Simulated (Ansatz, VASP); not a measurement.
# Cross-check of KScSe2 between VASP and Ansatz

One calculation is typed for both programs; each brings its own data sets and cutoff. How far apart do they land? The cell is invented: As first built, before any earlier steps moved the atoms: it takes the ScAgSe2 structure with some of its atoms replaced by other elements, volume scaled by an estimate. It may not be a known or stable phase. The cell comes out of the VASP series on this material, whose earlier steps may have relaxed, scaled or displaced it; both programs get it as it stands.

Calculated with Ansatz 0.2.0; plane waves, with VASP 6.6.1 beside it; relaxation of cell and atoms at PBE and band structure at HSE06.

**1. The structure**

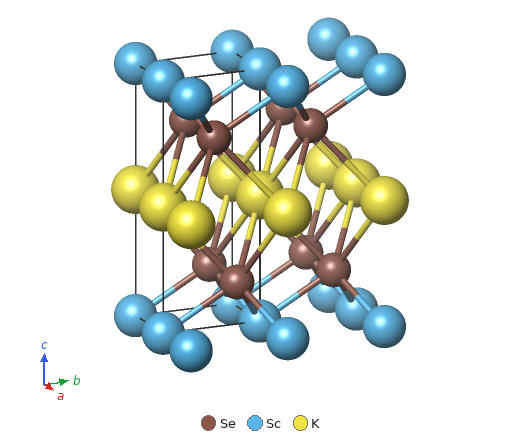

The cell as given, slightly off an axis (selenium brown, scandium blue, potassium yellow). 2×2×1 cells are drawn. Bonds to atoms that aren't drawn are left out. Some periodic images of atoms are drawn too.

**2. VASP: relaxation of cell and atoms, PBE**

The relaxed volume is the usual yardstick between codes: its relative difference is about their pressure difference at one cell divided by the bulk modulus.

Lines of VASP's logs that name or quote its potential files are left out, and so is its time.

INCAR

```
SYSTEM = KScSe2
PREC = Accurate
ENCUT = 400
EDIFF = 1E-06
NELM = 100
ISMEAR = -1
SIGMA = 0.05
LREAL = .FALSE.
ALGO = Normal
GGA = PE
NBANDS = 22
LORBIT = 11
LWAVE = .FALSE.
LCHARG = .FALSE.
KPAR = 2
IBRION = 2
NSW = 60
ISIF = 3
EDIFFG = -0.01
```

POSCAR

```
KScSe2
1.0
    3.9922854178      0.0000000000      0.0000000000
   -1.9961427089      3.4574202301      0.0000000000
    0.0000000000      0.0000000000      7.7829970613
Se Sc K
2 1 1
Direct
    0.3333333300      0.6666666700      0.1941060751
    0.6666666700      0.3333333300      0.8058939249
    0.0000000000      0.0000000000      0.0000000000
    0.0000000000      0.0000000000      0.5000000000
```

KPOINTS

```
Automatic mesh
0
Gamma
8 8 4
0 0 0
```

Potentials, in the order of the species: Se, Sc_sv and K_sv (PBE family, release 64).

Command:

```bash
> mpirun -np 2 vasp_std
```

Numbers of over 12 decimals in the logs are rounded to 6 here.

The program printed:

```text
[banner, memory and clock lines left out]
running    2 mpi-ranks, on    1 nodes
 distrk:  each k-point on    1 cores,    2 groups
 distr:  one band on    1 cores,    1 groups

 POSCAR found type information on POSCAR SeScK
 POSCAR found :  3 types and       4 ions
 LDA part: xc-table for (Slater+PW92), standard interpolation
 POSCAR, INCAR and KPOINTS ok, starting setup
 FFT: planning ... GRIDC
 FFT: planning ... GRID_SOFT
 FFT: planning ... GRID
 WAVECAR not read
 entering main loop
       N       E                     dE             d eps       ncg     rms          rms(c)
DAV:   1     0.262223191663E+03    0.26222E+03   -0.11756E+04  1540   0.109E+03
DAV:   2     0.786121403118E+01   -0.25436E+03   -0.24445E+03  1608   0.372E+02
DAV:   3    -0.222220989901E+02   -0.30083E+02   -0.29210E+02  2840   0.105E+02
DAV:   4    -0.232489610891E+02   -0.10269E+01   -0.10239E+01  2078   0.164E+01
DAV:   5    -0.233100921942E+02   -0.61131E-01   -0.61112E-01  2642   0.370E+00    0.874E+00
DAV:   6    -0.207314759214E+02    0.25786E+01   -0.65525E+00  2234   0.229E+01    0.388E+00
DAV:   7    -0.206999684026E+02    0.31508E-01   -0.65192E-01  1930   0.442E+00    0.255E+00
DAV:   8    -0.206855520605E+02    0.14416E-01   -0.16324E-01  1978   0.225E+00    0.456E-01
DAV:   9    -0.206874038164E+02   -0.18518E-02   -0.40540E-02  2600   0.153E+00    0.264E-01
DAV:  10    -0.206875851212E+02   -0.18130E-03   -0.44236E-03  2224   0.765E-01    0.116E-01
DAV:  11    -0.206878585321E+02   -0.27341E-03   -0.11483E-03  2206   0.410E-01    0.660E-02
DAV:  12    -0.206878810929E+02   -0.22561E-04   -0.20310E-04  2484   0.171E-01    0.273E-02
DAV:  13    -0.206879421882E+02   -0.61095E-04   -0.95180E-05  1658   0.555E-02    0.970E-03
DAV:  14    -0.206879436762E+02   -0.14881E-05   -0.10481E-05  2230   0.302E-02    0.431E-03
DAV:  15    -0.206879442574E+02   -0.58117E-06   -0.20528E-06  1446   0.133E-02
   1 F= -.20687944E+02 E0= -.20687944E+02  d E =-.206879E+02
[...]
2 F= -.20688010E+02 E0= -.20688010E+02  d E =-.662325E-04
[...]
3 F= -.20688033E+02 E0= -.20688033E+02  d E =-.889116E-04
 curvature:  -1.12 expect dE=-0.832E-04 dE for cont linesearch -0.776E-06
 trial: gam= 0.93760 g(F)=  0.159E-06 g(S)=  0.741E-04 ort =-0.779E-05 (trialstep = 0.800E+00)
 search vector abs. value=  0.137E-03
 bond charge predicted
       N       E                     dE             d eps       ncg     rms          rms(c)
DAV:   1    -0.206883219423E+02   -0.28824E-03   -0.89262E-03  2028   0.897E-01    0.104E-01
DAV:   2    -0.206881176884E+02    0.20425E-03   -0.60256E-04  2410   0.336E-01    0.383E-02
DAV:   3    -0.206880751548E+02    0.42534E-04   -0.84474E-05  2132   0.576E-02    0.242E-02
DAV:   4    -0.206880680801E+02    0.70747E-05   -0.26741E-05  2776   0.431E-02    0.169E-02
DAV:   5    -0.206880667838E+02    0.12963E-05   -0.92286E-07  1438   0.689E-03    0.411E-03
DAV:   6    -0.206880661620E+02    0.62186E-06   -0.19186E-06  1646   0.768E-03
   4 F= -.20688066E+02 E0= -.20688066E+02  d E =-.329930E-04
 trial-energy change:   -0.000033  1 .order   -0.000035   -0.000054   -0.000016
 step:   1.1332(harm=  1.1332)  dis= 0.00159  next Energy=   -20.688071 (dE=-0.379E-04)
 reached required accuracy - stopping structural energy minimisation
```

From OUTCAR (step 2):

```text
ion  position               nearest neighbor table
   1  0.333  0.667  0.194-   3 2.76   3 2.76   3 2.76
   2  0.667  0.333  0.806-   3 2.76   3 2.76   3 2.76
   3  0.000  0.000  0.000-   1 2.76   2 2.76   2 2.76   1 2.76   2 2.76   1 2.76
   4  0.000  0.000  0.500-

  LATTYP: Found a hexagonal cell.
 ALAT       =     3.9922854178
 C/A-ratio  =     1.9495091775

 Subroutine GETGRP returns: Found 12 space group operations
 (whereof 12 operations were pure point group operations)

The static configuration has the point symmetry D_3d.

 Found     35 irreducible k-points:

   k-points           NKPTS =     35   k-points in BZ     NKDIM =     35   number of bands    NBANDS=     22

   dimension x,y,z NGX =    28 NGY =   28 NGZ =   54
   dimension x,y,z NGXF=    56 NGYF=   56 NGZF=  108

   ENCUT  =  400.0 eV  29.40 Ry    5.42 a.u.   6.51  6.51 12.69*2*pi/ulx,y,z

   NELECT =      32.0000    total number of electrons

 k-points in reciprocal lattice and weights: Automatic mesh
   0.00000000  0.00000000  0.00000000       0.004
   0.12500000  0.00000000  0.00000000       0.023
   0.25000000  0.00000000  0.00000000       0.023
   0.37500000  0.00000000  0.00000000       0.023
   0.50000000  0.00000000  0.00000000       0.012
   0.12500000  0.12500000  0.00000000       0.023
   0.25000000  0.12500000  0.00000000       0.047
   0.37500000  0.12500000  0.00000000       0.047
   0.25000000  0.25000000  0.00000000       0.023
[...]
0.25000000  0.25000000  0.50000000       0.023
   0.37500000  0.25000000  0.50000000       0.023

 average (electrostatic) potential at core
       1 -54.9192       2 -54.9192       3 -49.1307       4 -35.1458

 E-fermi :   2.8035

 k-point     1 :       0.0000    0.0000    0.0000
  band No.  band energies     occupation
    ...
     12       0.4543      2.00000
     13       0.4543      2.00000
     14       1.4869      2.00000
     15       2.1204      2.00000
     16       2.1204      2.00000
     17       3.9092      0.00000
     18       4.0474      0.00000
     19       4.0474      0.00000
     20       5.1260      0.00000
     21       5.9078      0.00000
    ...

 k-point     2 :       0.1250    0.0000    0.0000
  band No.  band energies     occupation
    ...
     12       0.1180      2.00000
     13       0.4762      2.00000
     14       1.2824      2.00000
     15       1.5886      2.00000
     16       1.8539      2.00000
     17       3.9419      0.00000
     18       4.1792      0.00000
     19       4.2978      0.00000
     20       5.4662      0.00000
     21       5.7837      0.00000
    ...

 k-point     3 :       0.2500    0.0000    0.0000
  band No.  band energies     occupation
    ...
     12      -0.4321      2.00000
     13       0.1084      2.00000
     14       0.5190      2.00000
     15       1.3845      2.00000
     16       1.4030      2.00000
     17       3.8052      0.00000
     18       4.5425      0.00000
     19       4.6419      0.00000
     20       5.4404      0.00000
     21       5.8622      0.00000
    ...

  Total        0.0132459      0.0132459      0.0312556      0.0000000     -0.0000000      0.0000000
  in kB        0.1974217      0.1974217      0.4658459      0.0000000     -0.0000000      0.0000000
  external PRESSURE =       0.2868964 kB  Pullay stress =       0.0000000 kB

  energy-cutoff  :      400.00
  volume of cell :      107.50
      direct lattice vectors                 reciprocal lattice vectors
     3.993610769 -0.000000000  0.000000000     0.250399966  0.144568503 -0.000000000
    -1.996805384  3.458568017 -0.000000000     0.000000000  0.289137006 -0.000000000
     0.000000000  0.000000000  7.782777503     0.000000000  0.000000000  0.128488833

 POSITION                                       TOTAL-FORCE (eV/Angst)
 -----------------------------------------------------------------------------------
     -0.00000      2.30571      1.50636         0.000000      0.000000      0.002736
      1.99681      1.15286      6.27641        -0.000000     -0.000000     -0.002736
      3.99361     -0.00000      0.00000         0.000000     -0.000000      0.000000
      3.99361     -0.00000      3.89139         0.000000      0.000000      0.000000
 -----------------------------------------------------------------------------------
    total drift:                                0.000000     -0.000000     -0.000000

  FREE ENERGIE OF THE ION-ELECTRON SYSTEM (eV)
  ---------------------------------------------------
  free  energy   TOTEN  =       -20.6880661620 eV

  energy  without entropy=      -20.6880661041  energy(sigma->0) =      -20.68806613

 reached required accuracy - stopping structural energy minimisation

 total charge
# of ion       s       p       d       tot
------------------------------------------
    1        1.438   2.455   0.011   3.905
    2        1.438   2.455   0.011   3.905
    3        2.182   6.141   0.928   9.251
    4        1.962   5.579   0.035   7.576
--------------------------------------------------
tot          7.021  16.631   0.984  24.636

[... 3 further parts left out ...]
```

CONTCAR:

```
KScSe2
   1.00000000000000
     3.9936107685464410   -0.0000000000000000    0.0000000000000000
    -1.9968053842732205    3.4585680171559705   -0.0000000000000000
     0.0000000000000000    0.0000000000000000    7.7827775026765229
  Se              Sc              K
     2     1     1
Direct
     0.3333333300000021    0.6666666699999979    0.1935507778939885
     0.6666666699999979    0.3333333300000021    0.8064492221060114
     1.0000000000000000    0.0000000000000000    0.0000000000000000
     1.0000000000000000    0.0000000000000000    0.5000000000000000
```

**3. Ansatz: relaxation of cell and atoms, PBE**

Ansatz runs on its default PAW (the set named soft_2) files.

The same cell, functional, mesh and smearing now go to Ansatz, which takes its cutoff from its data sets.

input.yaml

```yaml
crystal:
  lattice:
    - [3.9922854178, 0.0, 0.0]
    - [-1.9961427089, 3.4574202301, 0.0]
    - [0.0, 0.0, 7.7829970613]
  atoms:
    - { symbol: Se, position: [0.33333333, 0.66666667, 0.1941060751] }
    - { symbol: Se, position: [0.66666667, 0.33333333, 0.8058939249] }
    - { symbol: Sc, position: [0.0, 0.0, 0.0] }
    - { symbol: K, position: [0.0, 0.0, 0.5] }
hamiltonian:
  xc: pbe
  pseudopotentials: { kind: paw }
kpoints:
  mp_grid: { grid: [8, 8, 4] }
scf:
  occupations: { method: fermi_dirac, width: 0.05 }
relax:
  f_tol: 0.01
  max_steps: 60
  cell: { stress_tol: 0.05 }
output:
  forces: true
  stress: true
```

Command:

```bash
> ansatz run input.yaml --threads 4 --pin off --max-ram 9216MiB --backend cpu --events-out ev --progress --plain --runs-dir out
```

The program printed:

```text
Engine: ansatz 0.2.0, aarch64-unknown-linux-gnu
Pseudopotentials: kind: paw
Pseudopotential: Se, paw, valence charge 16, recommended cutoff 420 eV (normal), Se.paw.azcp
Pseudopotential: Sc, paw, valence charge 11, recommended cutoff 420 eV (normal), Sc.paw.azcp
Pseudopotential: K, paw, valence charge 9, recommended cutoff 420 eV (normal), K.paw.azcp
Functional definition: PBE
  parameter kappa = 0.804
  parameter beta = 0.066725
  exchange = pbe_x(kappa = kappa, mu = beta*pi^2/3)
  correlation = pbe_c(beta = beta)
Crystal: 4 atoms, lattice volume = 107.429 Å³
Basis set: ecut = 420 eV, 2127 PW (Γ), exchange–correlation on 54×54×108 points (8 copies of the dense FFT grid, shifted against one another)
Bands: 32, of which v1, the nominal top of the filled ones, is band 26 counted from 1 (25 counted from 0)
Symmetry: 12 space group operations
Space group: P-3m1 (ITA 164), of the structure as read, at distance tolerance 4.8e-5 Å
k-points: 35 of 256
Non-local potential: Se, projectors of the file, l = 0: 2, l = 1: 2, l = 2: 3, l = 3: 1
Non-local potential: Sc, projectors of the file, l = 0: 3, l = 1: 2, l = 2: 3, l = 3: 1
Non-local potential: K, projectors of the file, l = 0: 3, l = 1: 2, l = 2: 2
PAW form: soft (Blöchl's): semilocal exchange-correlation on the pseudo side does not see the compensation charge
PAW one-centre angular grid: Se, 590 points (default); XC on 64 Gauss nodes
PAW one-centre angular grid: Sc, 590 points (default); XC on 64 Gauss nodes
PAW one-centre angular grid: K, 110 points (default); XC on 64 Gauss nodes
Initial density: superposition of atomic densities (neutral atoms: chi_scale 0, normalization atom), corrected by the library's trained network
Initial wavefunctions: pseudopotential atomic-orbital guess
Functional: x = pbe(κ = 0.804, μ = 0.219515), c = pbe(β = 0.066725)
SCF iter   1: F=—  HF=-14618.160624 eV  |F-HF|=—  |Δ(HF+E_count)|=         —  Δρ=8.84e-4  dr2=8.39e-4  ethr=1.77e-3  ⟨swp⟩=6.7  Hψ=4694  notcnv=0
preconditioner: auto → Resta (q_TF=auto, 2.418 Å⁻¹)  ε∞=3.8  [insulator: Δε(μ)=1.395 eV  Ē_g=9.971 eV  σ=0.050 eV  W_gap=1.00  n_scr=22 (ndim 8)  ℏωp=16.8 eV  f_vac=0.086  D(μ)=0.00/eV (n_scr^D=0)  ε∞_Penn≈3.8]
SCF iter   2: F=—  HF=-14618.160317 eV  |F-HF|=—  |Δ(HF+E_count)|=   3.07e-4  Δρ=4.22e-4  dr2=1.57e-4  ethr=1.61e-6  ⟨swp⟩=2.0  Hψ=2220  notcnv=0
SCF iter   3: F=—  HF=-14618.160389 eV  |F-HF|=—  |Δ(HF+E_count)|=   7.22e-5  Δρ=2.16e-4  dr2=3.49e-5  ethr=3.01e-7  ⟨swp⟩=2.0  Hψ=1299  notcnv=0
SCF iter   4: F=—  HF=-14618.160443 eV  |F-HF|=—  |Δ(HF+E_count)|=   5.33e-5  Δρ=4.17e-5  dr2=2.74e-6  ethr=6.71e-8  ⟨swp⟩=2.0  Hψ=1381  notcnv=0
SCF iter   5: F=—  HF=-14618.160444 eV  |F-HF|=—  |Δ(HF+E_count)|=   1.32e-6  Δρ=1.01e-5  dr2=1.60e-7  ethr=5.26e-9  ⟨swp⟩=2.0  Hψ=1375  notcnv=0
SCF iter   6: F=-14618.160444 eV  HF=-14618.160444 eV  |F-HF|=3.79e-8  |Δ(HF+E_count)|=   1.38e-7  Δρ=4.17e-6  dr2=3.27e-8  ethr=1.92e-10  ⟨swp⟩=4.0  Hψ=3952  notcnv=0
SCF 1 converged in 6 iterations: F = -14618.160444 eV  dr2 = 3.27e-8
  greatest PAW one-centre occupation: 1.000 electrons in one spin orbital (limit 2), on the Se atom at site 1 (counted from 0), in its partial waves of l = 2
relax step   1: F+E_penalty+E_count = -14618.16044424 eV  Δ(F+E_penalty+E_count) = +0.000e0 eV  max|allowed force component| = 4.351e-2 eV/Å  Δτ_max = 0.0000 Å  P = -0.113 GPa  Ω = 107.429 Å³  (6 SCF iters, dr2 threshold 1.00e-7 eV, accepted)
[...]
relax step   2: F+E_penalty+E_count = -14618.16032506 eV  Δ(F+E_penalty+E_count) = +1.192e-4 eV  max|allowed force component| = 5.323e-2 eV/Å  Δτ_max = 0.0107 Å  P = +0.123 GPa  Ω = 107.259 Å³  energy of the carried Pulay correction = +1.011e-5 eV  (6 SCF iters, dr2 threshold 1.18e-7 eV, rejected (line search))
[...]
relax step   3: F+E_penalty+E_count = -14618.16069427 eV  Δ(F+E_penalty+E_count) = -2.500e-4 eV  max|allowed force component| = 2.049e-4 eV/Å  Δτ_max = 0.0048 Å  P = -0.001 GPa  Ω = 107.335 Å³  energy of the carried Pulay correction = +5.607e-6 eV  (9 SCF iters, accepted)
[...]
relax step   4: F+E_penalty+E_count = -14618.16068960 eV  Δ(F+E_penalty+E_count) = +4.669e-6 eV  max|allowed force component| = 2.027e-4 eV/Å  Δτ_max = 0.0000 Å  P = -0.001 GPa  Ω = 107.335 Å³  stress off target by 3.34e-3 GPa  SCF on the basis re-selected at this cell (its energy is not comparable with the rows above)  (3 SCF iters)
basis re-selected at this cell: Δ(F+E_penalty+E_count) = +4.669e-6 eV, ΔP = +0.000 GPa vs the last step (what re-selecting the basis moved, of the pressure what is left beyond the Pulay correction that the steps carried, after the strain that the cell walked since its last selection, with what the two solves' SCF thresholds leave and, on support functions, any second-order correction that the steps lacked; it is no m [...]
SCF converged after 3 iterations
Free energy (F): -14618.160690 eV
Harris-Foulkes:  -14618.160690 eV  (|F-HF|=5.46e-12)
Internal energy: -14618.160690 eV  (E = F + TS)
E sigma→0 (E₀):  -14618.160690 eV
Entropy (-TS):   -0.000000 eV (-0.000 meV/atom)
Fermi energy:    7.516564 eV
--- Per-component energies (eV) ---
  E_band       = -1050.809360
  E_kinetic    = 754.381124
  E_local      = -7054.857695  (includes V_loc(G=0)·N_el)
  E_nonlocal   = -1099.993629
  E_hartree    = 3273.720684
  E_xc         = -450.669636
  E_vxc        = -494.038686  (∫ρ·V_xc dr)
  E_paw        = -5558.036673  (= ΣΔE_a)
  E_vpaw       = 296.259010  (= ΣTr[D̂ρ^β])
  E_aug_tail   = -0.001218  (compensation charges beyond the density's cutoff)
  E_ewald      = -4482.703647
  E_smearing   = -0.000000  (= −TS)
  E_closure    = 0.000000  (closes the sum)
  Σ components = -14618.160690   (vs F -14618.160690, Δ=0.00e0)
--- Forces (eV/Å), atoms counted from 1 ---
  atom   1  Se     0.00000000     0.00000000    -0.00020274
  atom   2  Se    -0.00000000     0.00000000     0.00020274
  atom   3  Sc     0.00000000    -0.00000000     0.00000000
  atom   4  K     -0.00000000     0.00000000     0.00000000
  max |Σ_I F_I| component: 1.16e-18 eV/Å
--- Stress (GPa, compression-positive) ---
       -0.003077      -0.000000       0.000000
       -0.000000      -0.003077       0.000000
        0.000000       0.000000       0.003338
  P = ⅓ Tr σ = -0.0009 GPa (-0.009 kbar)
--- Relaxed structure (3 steps of the walk, 2 accepted, 1 SCFs on fresh bases) ---
  F+E_penalty+E_count = -14618.16068960 eV   max|allowed force component| = 2.027e-4 eV/Å   (the final SCF, on the basis selected at the relaxed cell)
  cell:  # Å, volume = 107.3348 Å³
    - [3.991416, 0.0, -1.9435606248047242e-19]
    - [-1.995708, 3.456668, 0]
    - [-3.788989472873329e-19, 0, 7.779571]
  atoms:
    - { symbol: Se, position: [0.333333, 0.666667, 0.193492] }
    - { symbol: Se, position: [0.666667, 0.333333, 0.806508] }
    - { symbol: Sc, position: [0, 0, 0] }
    - { symbol: K, position: [0, 0, 0.5] }
```

Wall time 6.2 s (4 threads of Arm Neoverse V1, shared host); peak memory 0.46 GiB; 23 s of CPU time.

**4. Comparison**

Known differences besides the PAW data sets themselves: both relaxations stop at a tolerance, which leaves soft axes loose, and VASP keeps its plane-wave basis; the data sets hold 52 valence electrons in Ansatz (default PAW (the set named soft_2) files) and 32 in VASP; the cutoff is 420 eV in Ansatz and 400 eV in VASP; VASP leaves aspherical gradient terms in its spheres out (LASPH is not set), Ansatz keeps them; Ansatz adds a Pulay correction to the stress that steers its cell, VASP none. Total energies have different zeros and are not compared.

Both answers:

```
                                         quantity  Ansatz    VASP  difference
                                      volume (Å³)  107.33  107.50     -0.15 %
edge a after relaxation, in the typed setting (Å)   3.991   3.994     -0.06 %
edge c after relaxation, in the typed setting (Å)   7.780   7.783     -0.04 %
```

The walks stopped with 0.00 GPa left in Ansatz and 0.03 GPa in VASP; each walk ends within a tolerance, so the volume difference is uncertain by about these residues over the bulk modulus, most in soft cells.

(Continued in part 2 of 2.)

[Lines on the potential files, build, host, timing and source positions are cut from VASP's logs without a mark.]

[Logs are printed without paths, hosts, clocks, repeated set-up lines and the standing remarks that a program may print on its own settings, such as how far it seeks lower states.]

[Hosts, paths, dates, database ids (printed as entryN), source tags and the programs' standing remarks are cut or masked in the printed files.]
